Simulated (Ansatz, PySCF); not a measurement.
Pulling on the Ge1–H3 bond in GeH5N (SMILES [NH2][GeH3]) (multiplicity 1 held, fragments rigid). Energies count from the point at 1.537 Å.
Geometry at that point (charge 0, multiplicity 1):
```xyz
7

Ge    -0.36017     0.04050     0.02988
N      1.47031    -0.14002    -0.20883
H     -1.03243    -0.90641    -0.97692
H     -0.70256     1.50788    -0.27309
H     -0.85896    -0.30670     1.45463
H      1.80696    -1.08530    -0.07686
H      2.02010     0.47463     0.37791
```

Restricted levels (R-, RO-) in cc, def2 and unpolarised 6-31G sets keep to the state of the molecule at rest. Active spaces are followed from a long bond inwards. Left out are points that failed, MP2 points that dive below the minimum, coupled-cluster points behind a jump of the amplitudes or a sharp parting from full CI or MRCI, small-basis points behind a change of solution, and semi-empirical points at long bonds. Curves can end on different states.

Cores are frozen in the correlated methods. Filled d and f shells under p-block atoms count as core. Rows in 3-21G, LANL2DZ carry no dispersion term and start afresh at each structure; the Pople sets are all-electron and without relativity. LANL2DZ brings its own core potentials from Na on.

Codes used: Ansatz (Gaussian basis) for Hartree–Fock, density functionals and correlated methods; PySCF for 3-21G rows, LANL2DZ rows. 

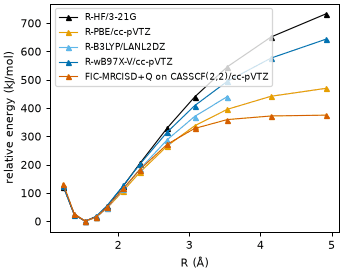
Relative energy along the coordinate

Question: Read off the FIC-MRCISD+Q on CASSCF(2,2)/cc-pVTZ curve at R = 4.150.

Answer: about 370 kJ/mol

Doubts at one or more of the structures used: a restricted determinant that unrestricted orbitals would lower (R-HF/3-21G, R-PBE/cc-pVTZ, R-wB97X-V/cc-pVTZ).

Ansatz is a program for electronic structure.
